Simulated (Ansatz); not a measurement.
# C2H3FO2 (SMILES O=CC(O)F): a chain of runs

We compute the energy (HF/STO-3G), then the energy (CASCI(8,8)/STO-3G), then the energy (CCSD(T)/STO-3G) of C2H3FO2. 

The calculation is run with Ansatz 0.2.0.

7 further runs of the same task are left out: 7 for a known fault of the program.

### Step 1. The system as given

The species is C2H3FO2 (8 atoms), meant as a singlet with charge 0. SMILES: `O=CC(O)F`. The coordinates come from a PBE0-D4/def2-TZVP relaxation. This is one conformer, not always the lowest.

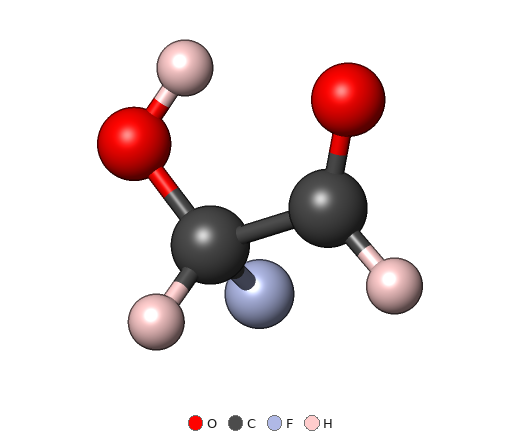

Viewed from a chosen angle; oxygen red, carbon dark grey, fluorine light blue, hydrogen pink.

### Step 2. A single-point energy at HF/STO-3G (run 1)

Input file molecule.yaml:

```yaml
basis:
  gaussian:
    orbitals: STO-3G
crystal:
  periodic: [false, false, false]
  atoms:
    - {symbol: O, position_ang: [-1.673800, 0.110900, 0.448400]}
    - {symbol: C, position_ang: [-0.838400, 0.291600, -0.390900]}
    - {symbol: C, position_ang: [0.635600, 0.020900, -0.098700]}
    - {symbol: O, position_ang: [0.831500, -0.325400, 1.191700]}
    - {symbol: F, position_ang: [0.966700, -1.012000, -0.970700]}
    - {symbol: H, position_ang: [-1.087100, 0.609700, -1.419300]}
    - {symbol: H, position_ang: [1.280000, 0.865200, -0.364300]}
    - {symbol: H, position_ang: [-0.022200, -0.617900, 1.548000]}
hamiltonian:
  xc: hf
output:
  orbitals: {seedname: orbitals}
```

The run is started by

```sh
$ ansatz run molecule.yaml --threads 1 --pin off --max-ram 2610MiB --events-out events.jsonl --progress --plain --runs-dir runs
```

Standard output:

```text
Warning: RAYON_NUM_THREADS=1 ignored (pool sized by the plan → 1); use --threads N
Functional definition: HF
  name "HF"
  exchange = exact_x
  correlation = 0
408 factors; integrals over basis functions are off by at most 3.5e-5 eV
mean field evaluation 1: about -8761.5859 eV, gradient 4.3e1 eV
mean field evaluation 2: about -8761.8290 eV, gradient 4.3e1 eV
mean field evaluation 4: about -8768.0028 eV, gradient 3.4e0 eV
mean field evaluation 8: about -8768.0798 eV, gradient 1.7e-1 eV
mean field -8768.07993934 eV, -322.2209945525 hartree, gradient 2.3e-5 eV, S^2 0.000000; 0 other end points of the search recorded, 0 dependent functions left out
reference -8768.07993934 eV, -322.2209945525 hartree; 20, 20 occupied and 8, 8 virtual orbitals, 408 factors
Total energy: -8768.07993934 eV, -322.2209945525 hartree
```

Wall time 0.12 s (1 thread of AMD EPYC 9R45 (Zen 5), shared host).

### Step 3. The energy at CASCI(8,8)/STO-3G (run 2)

Input file run.yaml:

```yaml
crystal:
  periodic: [false, false, false]
  atoms:
    - {symbol: O, position_ang: [-1.673800, 0.110900, 0.448400]}
    - {symbol: C, position_ang: [-0.838400, 0.291600, -0.390900]}
    - {symbol: C, position_ang: [0.635600, 0.020900, -0.098700]}
    - {symbol: O, position_ang: [0.831500, -0.325400, 1.191700]}
    - {symbol: F, position_ang: [0.966700, -1.012000, -0.970700]}
    - {symbol: H, position_ang: [-1.087100, 0.609700, -1.419300]}
    - {symbol: H, position_ang: [1.280000, 0.865200, -0.364300]}
    - {symbol: H, position_ang: [-0.022200, -0.617900, 1.548000]}
basis:
  gaussian: {orbitals: STO-3G}
magnetization: {spin_polarized: false}
correlation:
  active_space: {window: {electrons: 8, orbitals: 8}, shells: [{species: F, l: p, shell: 2}, {species: H, l: s, shell: 1}], fixed_orbitals: true}
```

The run is started by

```sh
$ ansatz run run.yaml --threads 1 --pin off --max-ram 2610MiB --events-out events.jsonl --progress --plain --runs-dir runs
```

Standard output:

```text
Warning: RAYON_NUM_THREADS=1 ignored (pool sized by the plan → 1); use --threads N
[... 4 set-up lines as earlier in the session ...]
408 factors; integrals over basis functions are off by at most 3.5e-5 eV
mean field evaluation 1: about -8761.5859 eV, gradient 4.3e1 eV
mean field evaluation 2: about -8761.8290 eV, gradient 4.3e1 eV
mean field evaluation 4: about -8768.0028 eV, gradient 3.4e0 eV
mean field evaluation 8: about -8768.0798 eV, gradient 1.7e-1 eV
mean field -8768.07993934 eV, -322.2209945525 hartree, gradient 2.3e-6 eV, S^2 0.000000; 0 other end points of the search recorded, 0 dependent functions left out
reference -8768.07993934 eV, -322.2209945525 hartree; 20, 20 occupied and 8, 8 virtual orbitals, 408 factors
state -8768.70766542 eV, -322.2440630608 hartree
Total energy: -8768.70766542 eV, -322.2440630608 hartree
```

Run time: 0.18 s. Hardware: 1 thread of AMD EPYC 9R45 (Zen 5), shared host.

### Step 4. A single-point energy at CCSD(T)/STO-3G (run 11)

Input file input.yaml:

```yaml
crystal:
  periodic: [false, false, false]
  atoms:
    - symbol: O
      position_ang: [-1.673800, 0.110900, 0.448400]
    - symbol: C
      position_ang: [-0.838400, 0.291600, -0.390900]
    - symbol: C
      position_ang: [0.635600, 0.020900, -0.098700]
    - symbol: O
      position_ang: [0.831500, -0.325400, 1.191700]
    - symbol: F
      position_ang: [0.966700, -1.012000, -0.970700]
    - symbol: H
      position_ang: [-1.087100, 0.609700, -1.419300]
    - symbol: H
      position_ang: [1.280000, 0.865200, -0.364300]
    - symbol: H
      position_ang: [-0.022200, -0.617900, 1.548000]
basis:
  gaussian:
    orbitals: STO-3G
correlation:
  method: ccsd_t
```

The run is started by

```sh
$ ansatz run input.yaml --threads 1 --pin off --max-ram 2610MiB --events-out events.jsonl --progress --plain --runs-dir runs
```

Standard output, cut to the lines that bear on the results:

```text
Warning: RAYON_NUM_THREADS=1 ignored (pool sized by the plan → 1); use --threads N
[... 2 set-up lines as earlier in the session ...]
[...]
408 factors; integrals over basis functions are off by at most 3.5e-5 eV
[...]
mean field -8768.07993934 eV, -322.2209945525 hartree, gradient 2.3e-6 eV, S^2 0.000000; 0 other end points of the search recorded, 0 dependent functions left out; unrestricted orbitals would lower it
5 core orbitals not correlated: weight in the atoms' cores, before any rotation towards them, 1.000 or more for the frozen orbitals, at most 0.000 for the correlated occupied ones
reference -8768.07993934 eV, -322.2209945525 hartree; 15, 15 occupied and 8, 8 virtual orbitals, 408 factors
second order -5.72970411 eV of doubles, -0.00000000 eV of singles
cycle   1  -6.51353702 eV  change   -7.8e-1 eV  update   9.0e-2
[...]
cycle   9  -7.03375945 eV  change   -1.4e-5 eV  update   3.3e-5
perturbative correction -0.13477078 eV, -0.0049527349 hartree
Total energy: -8775.24846957 eV, -322.4844331795 hartree
```

Wall time 0.22 s (1 thread of AMD EPYC 9R45 (Zen 5), shared host).

### Step 5. Outcome

```
                                                           quantity          value
                                     run 1, HF/STO-3G: total energy  -322.22099 Eh
                                      run 1, HF/STO-3G: HOMO energy       -9.49 eV
                                      run 1, HF/STO-3G: LUMO energy        6.99 eV
                                    run 1, HF/STO-3G: HOMO–LUMO gap       16.49 eV
                             run 2, CASCI(8,8)/STO-3G: total energy  -322.24406 Eh
                               run 11, CCSD(T)/STO-3G: total energy  -322.48443 Eh
run 11, CCSD(T)/STO-3G: correlation energy (5 core orbitals frozen)     -263.4 mEh
                             run 11, CCSD(T)/STO-3G: (T) correction      -4.95 mEh
                              run 11, CCSD(T)/STO-3G: T1 diagnostic          0.010
```

The restricted solution (run 11, CCSD(T)/STO-3G) is unstable to spin breaking: an unrestricted one lies lower. The triples (run 11, CCSD(T)/STO-3G) make up 1.9 % of the correlation energy.
